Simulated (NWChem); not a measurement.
# UHF/6-31G(d) (spherical functions) run of SiNH4O2 (SMILES N[Si](O)O)

What is the adiabatic ionisation energy of SiNH4O2 at UHF/6-31G* (spherical functions)? 

The results are computed with NWChem 7.3.0.

## (1) The structure to begin with

SiNH4O2: 8 atoms, total charge 0, spin state doublet. SMILES: `N[Si](O)O`. The coordinates come from a PBE0-D4/def2-TZVP relaxation. This is one conformer, not always the lowest. The run starts from this shape.

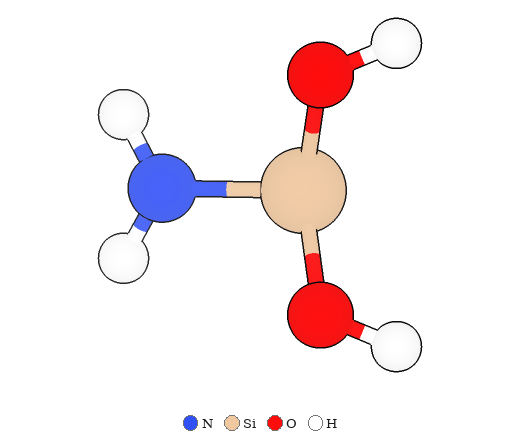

Viewed from a chosen angle; nitrogen blue, silicon light orange, oxygen red, hydrogen white.

## (2) A structure relaxation at UHF/6-31G(d) (spherical functions)

File h4no2si.xyz:

```xyz
8

N     -0.498000     1.267000     0.129300
Si     0.096000    -0.243600    -0.376000
O      1.641600    -0.288300     0.202600
O     -0.956500    -1.334700     0.277900
H      0.071200     2.094000     0.065100
H     -1.483600     1.467400     0.110500
H      2.250900    -0.848000    -0.280900
H     -1.029400    -2.171000    -0.184200
```

File h4no2si.nw:

```
start h4no2si
memory stack 880 mb heap 220 mb global 1100 mb
geometry
  load format xyz h4no2si.xyz
end
basis "ao basis" spherical bse
  * library 6-31G*
end
scf
  doublet
  uhf
  thresh 1e-07
  maxiter 80
  print low
end
driver
  maxiter 60
end
freq
  temp 2 298.15 573.15
end
task scf optimize
task scf frequencies
```

On the command line:

```
$ nwchem h4no2si.nw > h4no2si.out
```

Output:

```text
Northwest Computational Chemistry Package (NWChem) 7.3.0
             --------------------------------------------------------

           Job information
           ---------------

    nwchem branch   = 7.3.0
    use scalapack   = T
    input           = h4no2si.nw
    prefix          = h4no2si.
    data base       = ./h4no2si.db
    status          = startup
    nproc           =        1

           Memory information
           ------------------

    heap     =     28835840 doubles =      220.0 Mbytes
    stack    =    115343357 doubles =      880.0 Mbytes
    global   =    144179200 doubles =     1100.0 Mbytes (distinct from heap & stack)
    total    =    288358397 doubles =     2200.0 Mbytes
    verify   = yes
    hardfail = no

           Directory information
           ---------------------

  0 permanent = .
  0 scratch   = .

                                NWChem Input Module
                                -------------------

 Scaling coordinates for geometry "geometry" by  1.889725989
 (inverse scale =  0.529177249)

 CS  symmetry detected

          ------
          auto-z
          ------
  no constraints, skipping    0.0000000000000000
  no constraints, skipping    0.0000000000000000

                             Geometry "geometry" -> ""
                             -------------------------

 Output coordinates in angstroms (scale by  1.889725989 to convert to a.u.)

  No.       Tag          Charge          X              Y              Z
 ---- ---------------- ---------- -------------- -------------- --------------
    1 N                    7.0000     1.54595132     0.16870319     0.00000000
    2 Si                  14.0000    -0.07060386    -0.35743812     0.00000000
    3 O                    8.0000    -0.69730690     0.25108848    -1.40095902
[... 4 lines of this table left out ...]
    8 H                    1.0000    -1.43886964    -0.23136206     1.76918300

      Atomic Mass
      -----------

      N                 14.003070
      Si                27.976930
      O                 15.994910
      H                  1.007825

 Effective nuclear repulsion energy (a.u.)     176.8424599514

            Nuclear Dipole moment (a.u.)
            ----------------------------
        X                 Y               Z
 ---------------- ---------------- ----------------
     0.0000000000    -0.0000000000     0.0000000000

      Symmetry information
      --------------------

 Group name             Cs
 Group number              2
 Group order               2
 No. of unique centers     5

      Symmetry unique atoms

     1    2    3    5    7

                                Z-matrix (autoz)
                                --------

 Units are Angstrom for bonds and degrees for angles

      Type          Name      I     J     K     L     M      Value
      ----------- --------  ----- ----- ----- ----- ----- ----------
    1 Stretch                  1     2                       1.70002
    2 Stretch                  1     5                       1.00597
    3 Stretch                  1     6                       1.00597
    4 Stretch                  2     3                       1.65098
    5 Stretch                  2     4                       1.65098
    6 Stretch                  3     7                       0.95826
    7 Stretch                  4     8                       0.95826
    8 Bend                     1     2     3               104.29315
    9 Bend                     1     2     4               104.29315
   10 Bend                     2     1     5               120.91759
   11 Bend                     2     1     6               120.91759
   12 Bend                     2     3     7               115.73788
   13 Bend                     2     4     8               115.73788
   14 Bend                     3     2     4               116.11081
   15 Bend                     5     1     6               112.91721
   16 Torsion                  1     2     3     7         153.98703
   17 Torsion                  1     2     4     8        -153.98703
   18 Torsion                  3     2     1     5         -42.57951
   19 Torsion                  3     2     1     6         164.82734
   20 Torsion                  3     2     4     8          91.89636
   21 Torsion                  4     2     1     5        -164.82734
   22 Torsion                  4     2     1     6          42.57951
   23 Torsion                  4     2     3     7         -91.89636

            XYZ format geometry
            -------------------
     8
 geometry
 N                     1.54595132     0.16870319     0.00000000
 Si                   -0.07060386    -0.35743812     0.00000000
 O                    -0.69730690     0.25108848    -1.40095902
[... 4 lines of this table left out ...]
 H                    -1.43886964    -0.23136206     1.76918300

[... 154 lines left out ...]
       Final UHF  results
[... 28 lines left out ...]
@ ---- ---------------- -------- -------- -------- -------- -------- --------
[... 47 lines left out ...]
      Two electron energy =    365.276717858518
[... 84 lines left out ...]
       Final UHF  results
[... 29 lines left out ...]
@    1    -495.48208133 -5.6D-04  0.00173  0.00070  0.00806  0.01663     22.8
[... 47 lines left out ...]
 Nuclear repulsion energy =    176.865722919612
[... 86 lines left out ...]
         Total SCF energy =   -495.482156105809
[... 68 lines left out ...]
       Final UHF  results
[... 14 lines left out ...]
     step= 1.00 grad=-3.3D-05 hess= 8.6D-06 energy=   -495.482181 mode=downhill
[... 78 lines left out ...]
      One electron energy =  -1037.711973488119
[... 70 lines left out ...]
         Total SCF energy =   -495.482214982999
[... 12 lines left out ...]
 new step= 2.31                   predicted energy=   -495.482228
[... 78 lines left out ...]
      Two electron energy =    365.495085441795
[... 70 lines left out ...]
      One electron energy =  -1038.010720351396
[... 48 lines left out ...]
            Nuclear Dipole moment (a.u.)
[... 42 lines left out ...]
 Nuclear repulsion energy =    176.912813386683
[... 71 lines left out ...]
      Two electron energy =    365.267360952832
[... 84 lines left out ...]
       Final UHF  results
[... 29 lines left out ...]
@    6    -495.48232164 -2.4D-05  0.00039  0.00015  0.01452  0.04286     84.8
[... 48 lines left out ...]
 Nuclear repulsion energy =    176.982192998007
[... 86 lines left out ...]
         Total SCF energy =   -495.482324448575
[... 64 lines left out ...]
       Final UHF  results
[... 14 lines left out ...]
     step= 1.00 grad=-9.0D-07 hess= 7.8D-08 energy=   -495.482325 mode=restrict
[... 78 lines left out ...]
      One electron energy =  -1037.750838689777
[... 71 lines left out ...]
         Total SCF energy =   -495.482328887560
[... 12 lines left out ...]
 new step= 2.90                   predicted energy=   -495.482330
[... 78 lines left out ...]
      Two electron energy =    365.257205649604
[... 71 lines left out ...]
      One electron energy =  -1037.710099238121
[... 48 lines left out ...]
            Nuclear Dipole moment (a.u.)
[... 42 lines left out ...]
 Nuclear repulsion energy =    176.981207751893
[... 71 lines left out ...]
      Two electron energy =    365.313599698247
[... 84 lines left out ...]
       Final UHF  results
[... 29 lines left out ...]
@   11    -495.48233388 -1.1D-07  0.00001  0.00000  0.00066  0.00127    139.0
[... 157 lines left out ...]
       Final UHF  results
[... 20 lines left out ...]
 stpr_wrt_fd_dipole: overwrite of existing file./h4no2si.fd_ddipole
[... 41 lines left out ...]
 d_dipole_x/<atom=   1,x> =    -1.2929     [   -6.2098]
[... 4 lines left out ...]
 d_dipole_x/<atom=   2,z> =     0.0000     [    0.0000]
[... 4 lines left out ...]
 d_dipole_x/<atom=   4,y> =     0.2845     [    1.3666]
[... 4 lines left out ...]
 d_dipole_x/<atom=   6,x> =     0.1901     [    0.9132]
[... 4 lines left out ...]
 d_dipole_x/<atom=   7,z> =     0.0585     [    0.2809]
[... 5 lines left out ...]
 d_dipole_y/<atom=   1,x> =    -0.0749     [   -0.3598]
[... 4 lines left out ...]
 d_dipole_y/<atom=   2,z> =    -0.0000     [   -0.0000]
[... 4 lines left out ...]
 d_dipole_y/<atom=   4,y> =    -0.8258     [   -3.9663]
[... 4 lines left out ...]
 d_dipole_y/<atom=   6,x> =    -0.0384     [   -0.1845]
[... 4 lines left out ...]
 d_dipole_y/<atom=   7,z> =    -0.0068     [   -0.0324]
[... 5 lines left out ...]
 d_dipole_z/<atom=   1,x> =    -0.0000     [   -0.0000]
[... 4 lines left out ...]
 d_dipole_z/<atom=   2,z> =     1.8847     [    9.0526]
[... 4 lines left out ...]
 d_dipole_z/<atom=   4,y> =    -0.4182     [   -2.0087]
[... 4 lines left out ...]
 d_dipole_z/<atom=   6,x> =    -0.0290     [   -0.1394]
[... 4 lines left out ...]
 d_dipole_z/<atom=   7,z> =     0.4220     [    2.0268]
[... 91 lines left out ...]
 Normal Eigenvalue ||         Derivative Dipole Moments (debye/angs)
[... 20 lines left out ...]
        Vibrational analysis via the FX method
  --- with translations and rotations projected out ---
  --- via the Eckart algorithm                      ---
 Projected Nuclear Hessian trans-rot subspace norm:1.0369D-32
                         (should be close to zero!)

          --------------------------------------------------------
          MASS-WEIGHTED PROJECTED HESSIAN (Hartree/Bohr/Bohr/Kamu)
          --------------------------------------------------------

               1            2            3            4            5            6            7            8            9           10
   ----- ----- ----- ----- -----
    1    5.10393D+01
    2    1.14543D+01  3.80700D+00
    3   -5.60211D-07 -2.05662D-06  5.90732D+01
    4   -1.44195D+01 -4.49170D+00 -4.79888D-07  1.66396D+01
[... 19 lines of this table left out ...]
   24   -2.24198D-01 -6.27262D-01 -2.66468D-01  3.56060D+00  2.26508D+00 -1.94334D+00 -3.38421D-01 -3.58630D-01 -4.61668D-03  4.40245D+01

              11           12           13           14           15           16           17           18           19           20
   ----- ----- ----- ----- -----
   11    1.25716D+01
   12   -6.70026D-01  2.13495D+01
   13   -6.08129D-01  3.58748D-01  1.92832D+02
   14    1.78143D-01 -2.86632D-01  4.04120D+01  1.09410D+01
[... 9 lines of this table left out ...]
   24    2.16910D+01 -2.54123D+01  3.77110D-01 -2.76806D-01  2.92639D-01  3.38703D-01 -2.73097D-01  2.22218D-01  2.26880D-01 -8.19416D-02

              21           22           23           24
   ----- ----- ----- ----- -----
   21    1.13087D+02
   22   -2.26869D-01  3.93267D+02
   23    8.19012D-02  2.16264D+02  1.33569D+02
   24   -1.11337D+00 -1.92904D+02 -9.39482D+01  1.13087D+02

 center of mass
 --------------
 x =  -0.01954996 y =  -0.05437373 z =   0.00000000

 moments of inertia (a.u.)
 ------------------
         271.601493342485           4.994877118604           0.000000000000
           4.994877118604         475.679886818201           0.000000000000
           0.000000000000           0.000000000000         246.596637320327

 Rotational Constants
 --------------------
 A=   0.244124 cm-1  (  0.351232 K)
 B=   0.221749 cm-1  (  0.319040 K)
 C=   0.126524 cm-1  (  0.182035 K)

 Temperature                      =   298.15K
 frequency scaling parameter      =   1.0000

 Zero-Point correction to Energy  =   36.017 kcal/mol  (  0.057396 au)
 Thermal correction to Energy     =   40.001 kcal/mol  (  0.063746 au)
 Thermal correction to Enthalpy   =   40.593 kcal/mol  (  0.064689 au)

 Total Entropy                    =   76.281 cal/mol-K
   - Translational                =   38.960 cal/mol-K (mol. weight =  78.0011)
   - Rotational                   =   24.958 cal/mol-K (symmetry #  =        1)
   - Vibrational                  =   12.363 cal/mol-K

 Cv (constant volume heat capacity) =   20.769 cal/mol-K
   - Translational                  =    2.979 cal/mol-K
   - Rotational                     =    2.979 cal/mol-K
   - Vibrational                    =   14.811 cal/mol-K

 Temperature                      =   573.15K
 frequency scaling parameter      =   1.0000

 Zero-Point correction to Energy  =   36.017 kcal/mol  (  0.057396 au)
 Thermal correction to Energy     =   46.788 kcal/mol  (  0.074562 au)
 Thermal correction to Enthalpy   =   47.927 kcal/mol  (  0.076376 au)

 Total Entropy                    =   93.466 cal/mol-K
   - Translational                =   42.205 cal/mol-K (mol. weight =  78.0011)
   - Rotational                   =   26.905 cal/mol-K (symmetry #  =        1)
   - Vibrational                  =   24.356 cal/mol-K

 Cv (constant volume heat capacity) =   27.606 cal/mol-K
   - Translational                  =    2.979 cal/mol-K
   - Rotational                     =    2.979 cal/mol-K
   - Vibrational                    =   21.647 cal/mol-K

          -------------------------------------------------
          NORMAL MODE EIGENVECTORS IN CARTESIAN COORDINATES
          -------------------------------------------------
             (Projected Frequencies expressed in cm-1)

                    1           2           3           4           5           6

 P.Frequency       -0.00       -0.00       -0.00       -0.00        0.00        0.00

           1     0.06615     0.00600     0.00241    -0.01035     0.01216     0.09115
[... 22 lines of this table left out ...]
          24     0.07875    -0.02766    -0.00054     0.00517    -0.14385    -0.03553

                    7           8           9          10          11          12

 P.Frequency      159.62      188.12      215.95      288.87      327.01      367.37

           1    -0.00000    -0.01766     0.00000     0.08294     0.03880     0.00000
[... 22 lines of this table left out ...]
          24    -0.20506    -0.03218    -0.27054    -0.21892     0.28065     0.09846

                   13          14          15          16          17          18

 P.Frequency      417.86      819.47      835.67      912.41      913.37      993.22

           1     0.06229     0.11186     0.00000     0.10156     0.00002     0.00000
[... 22 lines of this table left out ...]
          24    -0.17439     0.22271    -0.22028     0.31356    -0.46484     0.06869

                   19          20          21          22          23          24

 P.Frequency     1005.26     1743.74     3823.51     3930.46     4130.75     4133.49

           1    -0.11250    -0.08644    -0.05385     0.00000     0.00000    -0.00040
[... 22 lines of this table left out ...]
          24     0.34229     0.00650     0.00013     0.00091    -0.26993     0.27002

 ----------------------------------------------------------------------------
 Normal Eigenvalue ||    Projected Derivative Dipole Moments (debye/angs)
  Mode   [cm**-1]  ||      [d/dqX]             [d/dqY]           [d/dqZ]
 ------ ---------- || ------------------ ------------------ -----------------
    1       -0.000 ||      -0.022               0.008             0.052
    2       -0.000 ||      -0.049               0.018             0.195
    3       -0.000 ||      -0.084               0.031            -0.133
[... 20 lines of this table left out ...]
   24     4133.487 ||      -1.844              -0.642             0.000
 ----------------------------------------------------------------------------

 ----------------------------------------------------------------------------
 Normal Eigenvalue ||           Projected Infra Red Intensities
  Mode   [cm**-1]  || [atomic units] [(debye/angs)**2] [(KM/mol)] [arbitrary]
 ------ ---------- || -------------- ----------------- ---------- -----------
    1       -0.000 ||    0.000140           0.003         0.136       0.016
    2       -0.000 ||    0.001758           0.041         1.714       0.203
    3       -0.000 ||    0.001115           0.026         1.087       0.128
[... 20 lines of this table left out ...]
   24     4133.487 ||    0.165282           3.813       161.125      19.039
 ----------------------------------------------------------------------------

 vib:animation  F

 Task  times  cpu:       29.4s     wall:       29.4s
 Total times  cpu:      168.4s     wall:      168.4s
```

Run time: 2.8 min. Hardware: 1 thread of INTEL XEON PLATINUM 8581C at 2.10GHz (Emerald Rapids), shared host; peak memory 0.15 GiB.

Steps, from the record of the run:

| step | energy from the first frame kept (eV) |
| --- | --- |
| 0 | 0.0000 |
| 1 | -0.0153 |
| 2 | -0.0174 |
| 3 | -0.0182 |
| 4 | -0.0193 |
| 5 | -0.0212 |
| 6 | -0.0219 |
| 7 | -0.0220 |
| 8 | -0.0220 |
| 9 | -0.0221 |
| 10 | -0.0222 |
| 11 | -0.0222 |

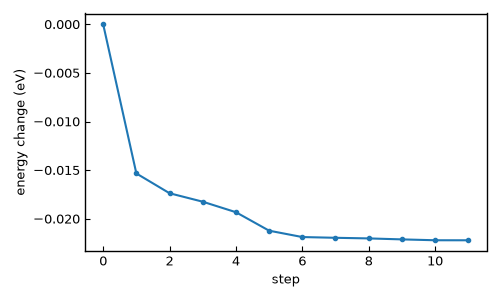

Energy along the run.

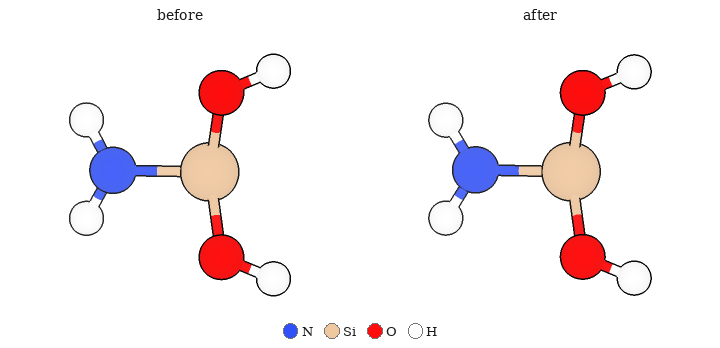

Before and after, at one scale.

After the run. Bond lengths: N1–Si2 1.697 Å, Si2–O3 1.650 Å, Si2–O4 1.650 Å, N1–H5 0.996 Å, N1–H6 0.996 Å, O3–H7 0.946 Å, O4–H8 0.946 Å. Angles: N1–Si2–O3 105.4°, N1–Si2–O4 105.4°, O3–Si2–O4 115.8°, Si2–N1–H5 123.0°, Si2–N1–H6 123.0°, Si2–O3–H7 117.2°, Si2–O4–H8 117.2°, H5–N1–H6 113.9°.

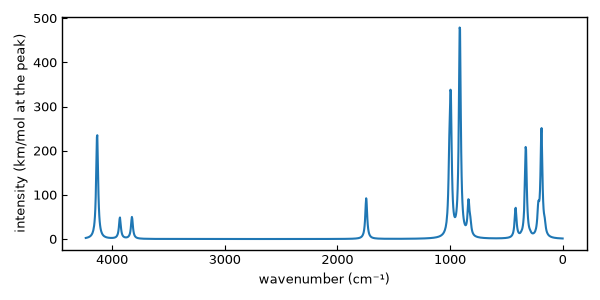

Harmonic infrared spectrum, unscaled, lines broadened by 10 cm⁻¹.

[end of part 1 of 2]
